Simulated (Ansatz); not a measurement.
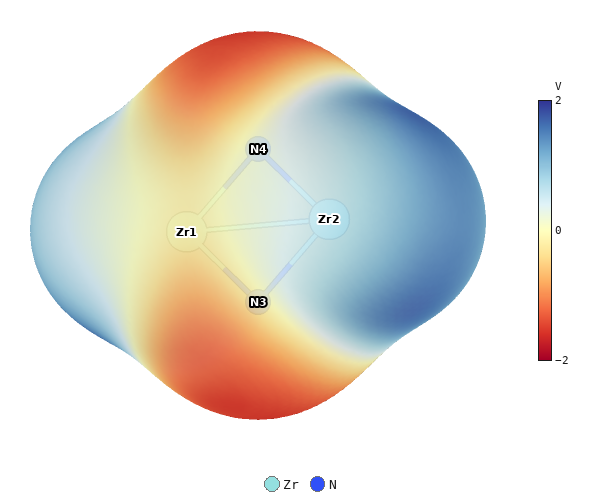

*N$_{2}$Zr$_{2}$ (triplet). The molecular electrostatic potential painted on the density surface at 0.001 e/bohr³, seen at a tilt; red is negative and blue positive.*

Geometry: PBE0-D4/def2-TZVP; core potentials replace the inner electrons of Zr.

Level of theory: Ansatz, UKS PBE0-D4/def2-TZVP.

Where is the surface potential most negative and most positive?

The most negative region (about −1.5 V) lies over N3 and N4, the most positive (about +1.7 V) over Zr1 and Zr2.
